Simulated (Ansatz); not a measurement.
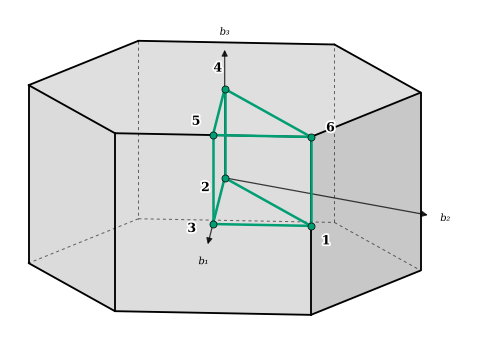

Crystal: Tb, the input geometry of an electronic-structure calculation (not necessarily at equilibrium). The first Brillouin zone of a primitive hexagonal lattice (hP; extended symbol hP2) is drawn with its special points numbered. All values are computed from the atomic coordinates in the standard setting (tolerance 0.002 Å).

a = 3.623 Å, b = 3.623 Å, c = 5.774 Å, α = 90.00°, β = 90.00°, γ = 120.00°.

Labels and path follow the convention of Hinuma et al. (2017), as computed by seekpath; the arrows show the directions of the reciprocal primitive vectors b₁, b₂, b₃, in which coordinates are given.

> Give the label and coordinates of each numbered point.

```json
{"no.": "1", "label": "K", "coordinates": "(1/3, 1/3, 0)"}
{"no.": "2", "label": "Γ", "coordinates": "(0, 0, 0)"}
{"no.": "3", "label": "M", "coordinates": "(1/2, 0, 0)"}
{"no.": "4", "label": "A", "coordinates": "(0, 0, 1/2)"}
{"no.": "5", "label": "L", "coordinates": "(1/2, 0, 1/2)"}
{"no.": "6", "label": "H", "coordinates": "(1/3, 1/3, 1/2)"}
```
